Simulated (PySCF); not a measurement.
Vertical excitations of a molecule C3H10OSi2 from PySCF 2.14.0 with TDA-PBE/def2-SVPD, as energy in eV (oscillator strength): 3.42 (0.001), 4.63 (0.002), 4.75 (0.019), 5.27 (0.023), 5.35 (0.000), 5.50 (0.000). Lowest triplet (TDA): 2.74 eV. Geometry optimised at ωB97X-D3(BJ)/def2-SVP. The values are those of a single conformer.

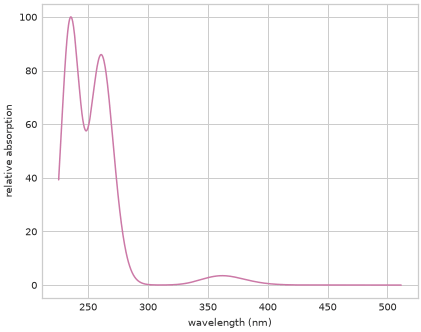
Figure: The lines broadened by 0.4 eV.

Which molecule gave these data?
(A) C[Si@@H]1CO[Si@@H]1C
(B) COC1[SiH2]C[SiH2]1
(C) C[SiH2][SiH2]C(C)=O
(D) O=CCC([SiH3])[SiH3]

C, C[SiH2][SiH2]C(C)=O
